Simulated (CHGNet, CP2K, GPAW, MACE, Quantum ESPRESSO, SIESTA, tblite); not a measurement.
# Random packing of B (94 atoms) in SIESTA, part 2 of 2

How do the settings of SIESTA change the result for random packing of B (94 atoms)? A plane-wave run serves as the yardstick.

Program: SIESTA 5.4.2; the method stands at each step. Banners, paths, timers and routine set-up lines are dropped from the logs unmarked, and long logs keep their key lines alone; longer cuts are marked. The potentials were converted by us to PSML.

So far. Step 4 (PBE, DZP, shift 0.01 Ry, mesh 100 Ry): Against the first run (15 %), the force difference from the reference is 15 %, at 0.29 times the CPU time: the change moves forces by 1.4 meV/Å r.m.s., so most of the difference comes from elsewhere.

### 5. A run with a doubtful setting

Level of this step: Kohn-Sham DFT, PBE, PseudoDojo 0.4.1 norm-conserving pseudopotentials (converted to PSML), numerical atomic orbitals (DZP), diagonalisation (SIESTA).

Contents of input.fdf:

```
SystemLabel cell
NumberOfAtoms 94
NumberOfSpecies 1
%block ChemicalSpeciesLabel
  1 5 B
%endblock ChemicalSpeciesLabel
LatticeConstant 1.0 Ang
%block LatticeVectors
  9.30110 0.00000 0.00000
  0.00000 9.30110 0.00000
  0.00000 0.00000 9.30110
%endblock LatticeVectors
PAO.BasisSize DZP
PAO.EnergyShift 0.3 Ry
XC.Functional GGA
XC.Authors PBE
MeshCutoff 300 Ry
%block kgrid_Monkhorst_Pack
  1 0 0 0.0
  0 1 0 0.0
  0 0 1 0.0
%endblock kgrid_Monkhorst_Pack
SolutionMethod diagon
OccupationFunction FD
ElectronicTemperature 580 K
SCF.Mixer.Method Pulay
SCF.Mixer.Weight 0.05
SCF.Mixer.History 8
SCF.Mix Hamiltonian
MaxSCFIterations 60
SCF.DM.Tolerance 1e-04
SCF.H.Tolerance 1.0e-3 eV
WriteForces T
Write.HirshfeldPop T
Write.VoronoiPop T
Write.DM F
Write.H F
XML.Write F
AtomicCoordinatesFormat Fractional
%block AtomicCoordinatesAndAtomicSpecies
[... 94 atom lines left out: the same atoms as in the first run ...]
%endblock AtomicCoordinatesAndAtomicSpecies
```

Launch:

```sh
> OMP_NUM_THREADS=1 mpirun -np 2 siesta < input.fdf > output.txt
```

Log:

```text
Version         : 5.4.2
reinit: System Name:
reinit: System Label: cell
initatom: Reading input for the pseudopotentials and atomic orbitals ----------
Species number:   1 Atomic number:    5 Label: B
Ground state valence configuration (from tables):   2s02  2p01  3d00  4f00
---- Processing specs for species: B
GGA--PBE XC_GGA_X_PBE--XC_GGA_C_PBE pb
B pseudopotential only contains V_ls up to l=1 -- lmxkb reset.
Using PAO.SplitTailNorm
%block ChemicalSpeciesLabel
    1    5 B                       # Species index, atomic number, species label
[... lines left out ...]
stepf: Fermi-Dirac step function
        iscf     Eharris(eV)        E_KS(eV)     FreeEng(eV)     dDmax    Ef(eV) dHmax(eV)
[... lines left out ...]
SCF Convergence by DM+H criterion
[... lines left out ...]
SCF cycle converged after 21 iterations
[... lines left out ...]
   Max    6.517208
[... lines left out ...]
   Max    6.517208    constrained
Stress tensor Voigt[x,y,z,yz,xz,xy] (kbar):     1905.70     1874.42     1860.16      -28.87       10.03       10.19
[... lines left out ...]
siesta: FreeEng =     -6920.359448
[... lines left out ...]
siesta:       Kinetic =    5711.124039
siesta:       Hartree =     993.013382
siesta:         Exch. =   -2797.084876
siesta:         Corr. =    -340.349660
siesta:   Exch.-corr. =   -3137.434536
siesta:  Ion-electron =   -4643.133880
siesta:       Ion-ion =   -5843.671203
siesta:         Total =   -6920.102197
siesta:         Fermi =       3.494473
siesta: Stress tensor (static) (eV/Ang**3):
siesta:     1.189446    0.006362    0.006262
siesta:     0.006362    1.169919   -0.018019
siesta:     0.006263   -0.018019    1.161023
siesta: Cell volume =        804.642451 Ang**3
siesta: Pressure (static):
siesta:                Solid            Molecule  Units
siesta:          -0.01278062         -0.01258024  Ry/Bohr**3
siesta:          -1.17346265         -1.15506444  eV/Ang**3
siesta:       -1880.09443142      -1850.61725085  kBar
    Orbital volume contribution        =           8.931834 eV
    (Free)E + p_basis*V_orbitals       =       -6911.427614 eV
    (Free)Eharris+ p_basis*V_orbitals  =       -6911.427622 eV
Hirshfeld Atomic Populations:
Atom #   charge [q] valence [e]  Species
     1     0.013789    2.986211  B
     2     0.044567    2.955433  B
     3     0.018625    2.981375  B
[...]
--------------------
 Total    -0.000046
Voronoi Atomic Populations:
Atom #   charge [q] valence [e]  Species
[...]
93    -0.036272    3.036272  B
    94    -0.028493    3.028493  B
--------------------
 Total    -0.000046
```

It took 34 s on 2 MPI ranks of Arm Neoverse V2, shared host; peak memory 0.63 GiB; 69 s of CPU time.

The run converged all the same. The fault in the input: orbitals confined far too tightly (energy shift 0.3 Ry).

Against the reference:

- r.m.s. difference of force components: 1330 meV/Å
- longest difference of force vectors: 5569 meV/Å
- force difference over r.m.s. force: 120.2 %
- slope of forces against the reference's: 1.183
- correlation of force components: 0.7054

### 6. The ladder

Differences are against the plane-wave reference, forces as r.m.s. over components; share is that over the reference's r.m.s. force, slope the least-squares factor from reference forces to these. Total energies of different programs have different zeros and aren't compared.

```csv
run,"Δ force, r.m.s. (meV/Å)",share (%),slope,Δ pressure (GPa),cores,CPU time,memory (GiB)
reference,-,-,-,-,4,2.3 min,2.0
"SIESTA PBE, DZP, shift 0.01 Ry, mesh 300 Ry",163,14.7,1.046,1.86,2,9.8 min,1.7
"SIESTA PBE, DZP, shift 0.005 Ry, mesh 300 Ry",180,16.2,1.034,2.50,2,16 min,2.0
"SIESTA PBE, DZP, shift 0.01 Ry, mesh 100 Ry (coarse)",163,14.7,1.046,1.85,2,2.9 min,0.9
```

Rows marked coarse were listed beforehand as settings not expected to be converged; some can still land near the reference.

CPU time is summed over cores on a shared host, where runs went side by side, so it is rough. Symmetry, cutoffs, thresholds, outputs and thread counts weren't matched or tuned between programs; memory under MPI is the largest rank's times the ranks.

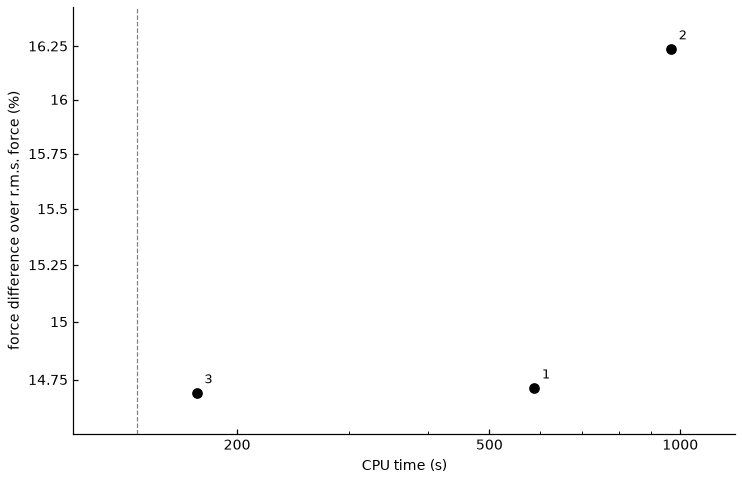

Force difference against CPU time; the dashed line marks the reference's time. Points: 1 SIESTA PBE, DZP, shift 0.01 Ry, mesh 300 Ry; 2 SIESTA PBE, DZP, shift 0.005 Ry, mesh 300 Ry; 3 SIESTA PBE, DZP, shift 0.01 Ry, mesh 100 Ry.

Within one program, basis, potentials and functional, energies share a zero. Each run against its twin at the usual cutoff or grid and solver:

```csv
run,twin,Δ energy (meV/atom),"Δ force, r.m.s. (meV/Å)",CPU time over the twin's
"SIESTA PBE, DZP, shift 0.01 Ry, mesh 100 Ry","DZP, shift 0.01 Ry, mesh 300 Ry",0.363,1.40,0.29
```

### 7. Results

* nearest in forces: a tie at 15 % of 2 runs: SIESTA PBE, DZP, shift 0.01 Ry, mesh 300 Ry; SIESTA PBE, DZP, shift 0.01 Ry, mesh 100 Ry (coarse)

In words: The PBE runs in local orbitals, coarse settings apart, differ by 15 % (SIESTA PBE, DZP, shift 0.01 Ry, mesh 300 Ry) to 16 % (SIESTA PBE, DZP, shift 0.005 Ry, mesh 300 Ry); basis, grid and potentials can all enter. Runs with settings chosen to be coarse differ by 15 % (SIESTA PBE, DZP, shift 0.01 Ry, mesh 100 Ry), their programs' other errors included. None of the electronic-structure runs in the table takes under half the reference's CPU time of 2.3 min; they take 1.2 to 6.9 times as much. In pressure, SIESTA PBE, DZP, shift 0.005 Ry, mesh 300 Ry misses by +2.5 GPa, at the same functional. The reference's pressure holds the uncorrected Pulay stress of its 45 Ry basis, so small pressure differences, and their order, may be the reference's own error. The reference's stress is far from hydrostatic: its diagonal is -25.5, -17.7, -17.6 GPa, compression counted positive. The reference's pressure of -20 GPa says that the cell would shrink at this level of theory. The electronic-structure runs sample only Γ, in a cell whose shortest periodic width is 9 Å, which is coarse for a cell with partly filled levels.

[Also dropped from logs without a mark: logging warnings of Python, and SIESTA's first energy breakdown and zero terms.]

[Logs are printed without paths, hosts, clocks, repeated set-up lines and the standing remarks that a program may print on its own settings, such as how far it seeks lower states.]

[Hosts, paths, dates, database ids (printed as entryN), source tags and the programs' standing remarks are cut or masked in the printed files.]
